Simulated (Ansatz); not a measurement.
# doublet AlH2Br+: levels of theory compared

Aim: a comparison of 6 runs (UHF/STO-3G, U-wB97M-V/STO-3G, U-wB97X/STO-3G, UCAM-B3LYP/STO-3G, UHSE06/STO-3G, USVWN5/STO-3G) of doublet AlH2Br+. 

Program for the calculation: Ansatz 0.2.0.

51 further runs of the same task are left out: 2 that didn't finish, 49 set aside as unsound or not needed.

## 1. The molecule

AlH2Br+ has 4 atoms, charge +1, and is taken as a doublet. SMILES of the parent species: `[H][Al]([H])[Br]`. The shape comes from GFN2-xTB, which is rough for such elements, and wasn't checked as a minimum. That shape belongs to the parent species and isn't relaxed for this state.

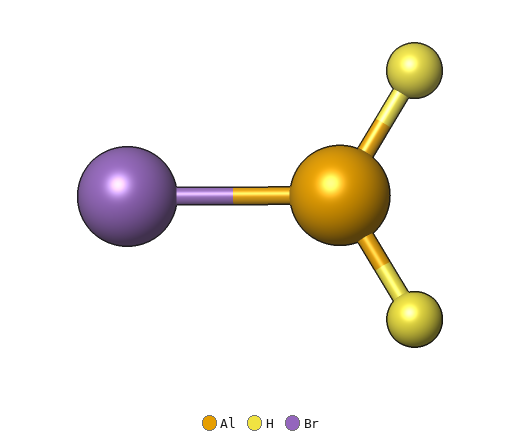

Viewed from a chosen angle; aluminium amber, hydrogen yellow, bromine purple.

## 2. The energy at UHF/STO-3G (run 1)

The input, input.yaml:

```yaml
crystal:
  periodic: [false, false, false]
  atoms:
    - {symbol: Al, position_ang: [0.085960, 0.143320, 0.001240]}
    - {symbol: H, position_ang: [1.619870, 0.141230, 0.011920]}
    - {symbol: H, position_ang: [-0.640600, 1.494120, -0.021230]}
    - {symbol: Br, position_ang: [-1.065230, -1.778670, 0.008060]}
basis:
  gaussian: {orbitals: STO-3G}
total_charge: 1
magnetization: {spin_polarized: true, initial_magnetization: 1}
hamiltonian: {xc: hf}
accuracy: high
```

Run with:

```bash
$ ansatz run input.yaml --threads 1 --pin off --max-ram 2610MiB --events-out events.jsonl --progress --plain --runs-dir runs
```

Standard output:

```text
Warning: RAYON_NUM_THREADS=1 ignored (pool sized by the plan → 1); use --threads N
Functional definition: HF
  name "HF"
  exchange = exact_x
  correlation = 0
413 factors; integrals over basis functions are off by at most 7.7e-9 eV
mean field evaluation 1: about -75769.0892 eV, gradient 1.4e1 eV
mean field evaluation 2: about -75769.1024 eV, gradient 1.4e1 eV
mean field evaluation 4: about -75772.9341 eV, gradient 2.7e0 eV
mean field evaluation 8: about -75773.9187 eV, gradient 5.6e-1 eV
mean field evaluation 16: about -75773.7854 eV, gradient 5.1e-1 eV
mean field evaluation 32: about -75773.8327 eV, gradient 2.6e-1 eV
mean field evaluation 64: about -75772.9297 eV, gradient 2.7e0 eV
mean field -75773.92613174 eV, -2784.6404239296 hartree, gradient 8.6e-8 eV, S^2 0.751856; 2 other end points of the search recorded, 0 dependent functions left out
reference -75773.92613174 eV, -2784.6404239296 hartree; 25, 24 occupied and 4, 5 virtual orbitals, 413 factors
Total energy: -75773.92613174 eV, -2784.6404239296 hartree
```

It took 0.44 s on 1 thread of Arm Neoverse V1, shared host.

## 3. A single-point energy at U-wB97M-V/STO-3G (run 2)

The input, run.yaml:

```yaml
crystal:
  periodic: [false, false, false]
  atoms:
    - symbol: Al
      position_ang: [0.085960, 0.143320, 0.001240]
    - symbol: H
      position_ang: [1.619870, 0.141230, 0.011920]
    - symbol: H
      position_ang: [-0.640600, 1.494120, -0.021230]
    - symbol: Br
      position_ang: [-1.065230, -1.778670, 0.008060]
basis:
  gaussian:
    orbitals: STO-3G
total_charge: 1
magnetization:
  spin_polarized: true
  initial_magnetization: 1
hamiltonian:
  xc: {name: wB97M-V}
accuracy: high
```

Run with:

```bash
$ ansatz run run.yaml --threads 1 --pin off --max-ram 2610MiB --events-out events.jsonl --progress --plain --runs-dir runs
```

Standard output, shortened:

```text
Warning: RAYON_NUM_THREADS=1 ignored (pool sized by the plan → 1); use --threads N
Functional definition: wB97M-V
  name "wB97M-V"
[...]
  gx(w, u) = 1 - cx + cx01*u + cx10*w
  gss(w, u) = css00 + css04*u^4 + css10*w + css20*w^2 + css43*w^4*u^3
  gos(w, u) = cos00 + cos10*w + (cos20 + cos21*u)*w^2 + (cos60 + cos61*u)*w^6
[...]
      + integral(e_c_pw_mod_opposite_spin*gos(b97_w_opposite, b97_u_opposite)) + vv10(b, c)
413 factors; integrals over basis functions are off by at most 7.7e-9 eV
130 factors; integrals over basis functions are off by at most 1.0e-9 eV
[...]
mean field -75826.60322313 eV, -2786.5762713325 hartree, gradient 8.9e-8 eV, S^2 0.752310; 2 other end points of the search recorded, 0 dependent functions left out
reference -75826.60322539 eV, -2786.5762714153 hartree; 25, 24 occupied and 4, 5 virtual orbitals, 413 factors
Total energy: -75826.60322539 eV, -2786.5762714153 hartree
```

Run time: 36 s. Hardware: 1 thread of Arm Neoverse V1, shared host; peak memory 0.55 GiB.

## 4. A single-point energy at U-wB97X/STO-3G (run 3)

The input, in.yaml:

```yaml
basis:
  gaussian:
    orbitals: STO-3G
crystal:
  periodic: [false, false, false]
  atoms:
    - symbol: Al
      position_ang: [0.085960, 0.143320, 0.001240]
    - symbol: H
      position_ang: [1.619870, 0.141230, 0.011920]
    - symbol: H
      position_ang: [-0.640600, 1.494120, -0.021230]
    - symbol: Br
      position_ang: [-1.065230, -1.778670, 0.008060]
total_charge: 1
magnetization:
  spin_polarized: true
  initial_magnetization: 1
hamiltonian:
  xc: {name: wB97X}
accuracy: high
```

Run with:

```bash
$ ansatz run in.yaml --threads 1 --pin off --max-ram 2610MiB --events-out events.jsonl --progress --plain --runs-dir runs
```

Standard output, shortened:

```text
Warning: RAYON_NUM_THREADS=1 ignored (pool sized by the plan → 1); use --threads N
Functional definition: wB97X
  name "wB97X"
[...]
      + exact_x_lr(omega)
[...]
      + integral(e_c_pw_opposite_spin*poly(b97_u_opposite, 1, cos1, cos2, cos3, cos4))
413 factors; integrals over basis functions are off by at most 7.7e-9 eV
130 factors; integrals over basis functions are off by at most 1.0e-9 eV
[...]
mean field -75825.05838417 eV, -2786.5194995476 hartree, gradient 5.6e-8 eV, S^2 0.752125; 2 other end points of the search recorded, 0 dependent functions left out
reference -75825.05838267 eV, -2786.5194994924 hartree; 25, 24 occupied and 4, 5 virtual orbitals, 413 factors
Total energy: -75825.05838267 eV, -2786.5194994924 hartree
```

Wall time 15 s (1 thread of Arm Neoverse V1, shared host); peak memory 0.44 GiB.

Runs 4 to 5 aren't shown in full; the table further down has their settings and results.

## 5. The energy at USVWN5/STO-3G (run 6)

The input, molecule.yaml:

```yaml
crystal:
  periodic: [false, false, false]
  atoms:
    - {symbol: Al, position_ang: [0.085960, 0.143320, 0.001240]}
    - {symbol: H, position_ang: [1.619870, 0.141230, 0.011920]}
    - {symbol: H, position_ang: [-0.640600, 1.494120, -0.021230]}
    - {symbol: Br, position_ang: [-1.065230, -1.778670, 0.008060]}
basis:
  gaussian:
    orbitals: STO-3G
magnetization:
  spin_polarized: true
  initial_magnetization: 1
hamiltonian:
  xc: {name: SVWN5}
total_charge: 1
accuracy: high
```

Run with:

```bash
$ ansatz run molecule.yaml --threads 1 --pin off --max-ram 2610MiB --events-out events.jsonl --progress --plain --runs-dir runs
```

Standard output:

```text
Warning: RAYON_NUM_THREADS=1 ignored (pool sized by the plan → 1); use --threads N
Functional definition: SVWN5
  name "SVWN5"
  exchange = slater_x
  correlation = vwn5_c
413 factors; integrals over basis functions are off by at most 7.7e-9 eV
mean field evaluation 1: about -75686.5184 eV, gradient 1.8e1 eV
mean field evaluation 2: about -75637.6274 eV, gradient 7.1e1 eV
mean field evaluation 4: about -75691.0234 eV, gradient 5.2e0 eV
mean field evaluation 8: about -75691.4124 eV, gradient 2.5e-2 eV
mean field evaluation 16: about -75691.3781 eV, gradient 8.1e-6 eV
mean field evaluation 32: about -75690.2557 eV, gradient 9.5e-1 eV
mean field -75691.37813956 eV, -2781.6068411700 hartree, gradient 1.1e-8 eV, S^2 0.751551; 3 other end points of the search recorded, 0 dependent functions left out
reference -75691.37814118 eV, -2781.6068412295 hartree; 25, 24 occupied and 4, 5 virtual orbitals, 413 factors
Total energy: -75691.37814118 eV, -2781.6068412295 hartree
```

Wall time 1.5 s (1 thread of Arm Neoverse V1, shared host); peak memory 0.12 GiB.

## 6. All runs side by side

```csv
run,level,energy (Eh),⟨S²⟩,wall time
1,UHF/STO-3G,-2784.640424,0.752,0.44 s
2,U-wB97M-V/STO-3G,-2786.576271,0.752,36 s
3,U-wB97X/STO-3G,-2786.519499,0.752,15 s
4,UCAM-B3LYP/STO-3G,-2786.510078,0.753,3.3 s
5,UHSE06/STO-3G,-2786.126753,0.753,2.9 s
6,USVWN5/STO-3G,-2781.606841,0.752,1.5 s
```

## 7. Outcome

| quantity | value |
| --- | --- |
| run 6: total energy | -2781.60684 Eh |
| run 6: ⟨S²⟩ | 0.752 |

What this shows: Totals of different functionals can't be ranked against each other. In runs 1, 2, 3, 4, 5, 6 the basis is minimal, so the values are rough. All runs together took 60 s, the longest 36 s.
